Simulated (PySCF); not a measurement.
# H4OSi···C2H2: what the fields show

Input file:

```
{"job": {"kind": "inter", "xc": "wB97M-D3(BJ)", "basis": "def2-TZVPD", "pairs": false}, "charge": 0, "multiplicity": 1, "parts": [{"atoms": "0-5", "charge": 0, "multiplicity": 1}, {"atoms": "6-9", "charge": 0, "multiplicity": 1}]}
O     -0.586589    -0.485779    -1.357933
Si    -0.076912    -0.067138     0.180360
H      0.100643    -0.509400    -2.035032
H      0.974010    -1.005997     0.681910
H     -1.282333    -0.146148     1.048958
H      0.482372     1.319534     0.214337
C      1.854358     0.367933    -3.333571
C      2.272454    -0.730554    -3.048098
H      1.485396     1.344912    -3.587587
H      2.649463    -1.704799    -2.795851
```

Launched as:

```sh
OMP_NUM_THREADS=1 python cluster_run.py task.json out
```

Geometry: PBE0-D3(BJ)/def2-SVPD.

The calculation used wB97M-D3(BJ)/def2-TZVPD, SCF density, gas phase (PySCF).

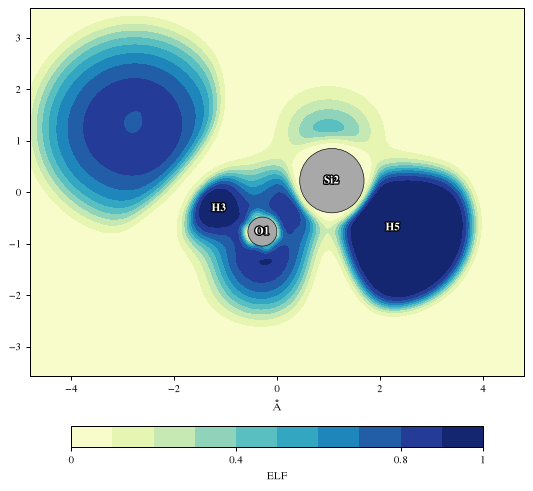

Figure 1. ELF on the plane of atoms O1, Si2 and H5. Grey discs cover the atomic cores.

**What does the map show?**

Atoms in the plane: O, Si and H.
Si–O (1.67 Å): the ELF peaks at about 0.85 between the atoms (a polar covalent bond).
O–H (0.97 Å): the ELF climbs to about 1 towards the hydrogen, as it does in any bond to H: a covalent bond by its length.
Si–H (1.49 Å): the ELF climbs to about 1 towards the hydrogen.
The ELF also peaks beside O1, away from the bonds: lone-pair regions.

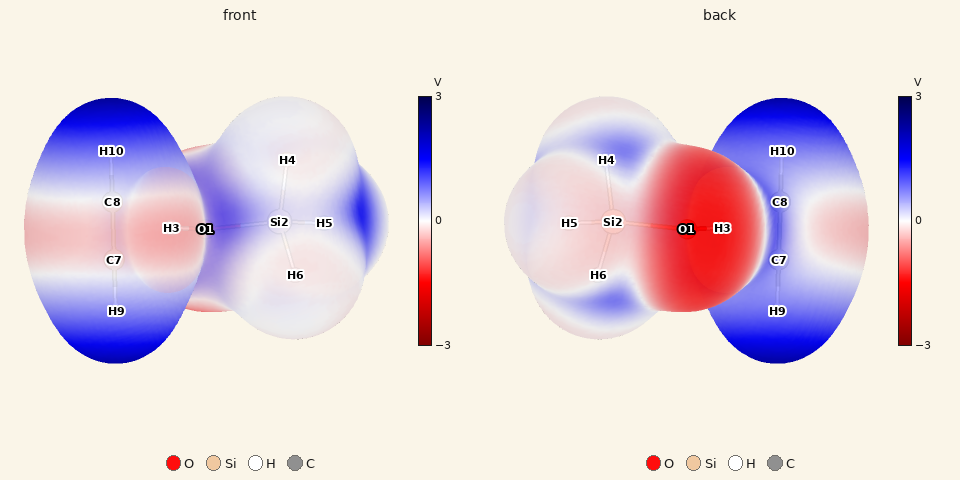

Figure 2. The molecular electrostatic potential painted on the density surface at 0.002 e/bohr³, seen from the front and from behind; red is negative and blue positive.

**Which sites attract a positive test charge, and which a negative one?**

A positive charge is drawn to the negative regions and a negative charge to the positive ones. The most negative region (about −1.5 V, or −35 kcal/mol for a unit charge) lies over O1, the most positive (about +2.2 V, or +51 kcal/mol for a unit charge) over H9 and H10. O1 is the likeliest acceptor of a hydrogen bond.
